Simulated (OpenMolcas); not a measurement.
## Predicting a hybrid from its neighbours: Si2NH6F

Si2NH6F: 10 atoms, total charge 0, spin state singlet. SMILES: `F[SiH2]N[SiH3]`. The shape is that of a PBE0-D4/def2-TZVP optimisation. This is one conformer, not always the lowest.

The HOMO–LUMO gap y, in eV, basis cc-pVDZ; a is the functional's share of exact exchange. Programs: OpenMolcas 26.06.

| functional | program | a | y (eV) |
| --- | --- | --- | --- |
| BLYP | OpenMolcas | 0 | 6.16 |
| TPSS | OpenMolcas | 0 | 6.56 |
| B3LYP | OpenMolcas | 0.2 | 7.98 |
| PBE0 | OpenMolcas | 0.25 | ? |
| BHLYP | OpenMolcas | 0.5 | 10.67 |

Fit y = c + s·a to the known rows and predict PBE0.


1. Means of the 4 rows: a = 0.1750, y = 7.843.
2. Σ(Δa)² = 0.1675, Σ(Δa·Δy) = 1.4412, so the slope is 1.4412/0.1675 = 8.6042.
3. Intercept: 7.843 − (8.6042) × 0.1750 = 6.337. The largest residual of the fit is 0.22.
4. PBE0: 6.337 + (8.6042) × 0.25 = 8.49 eV.

The run gave 8.46 eV, so the prediction is off by +0.03 eV, within the largest residual. Exact exchange lowers occupied levels and raises empty ones. The rows mix families of semi-local functionals, which the line can't see.

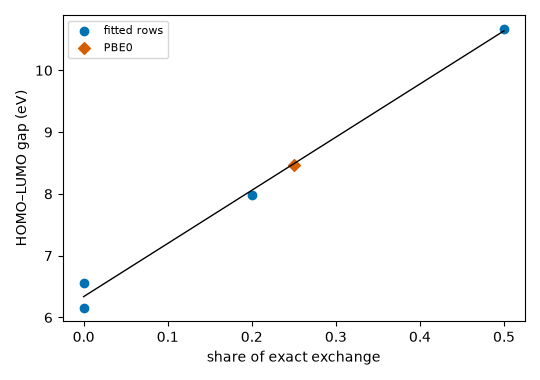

The fitted line, with the withheld row.
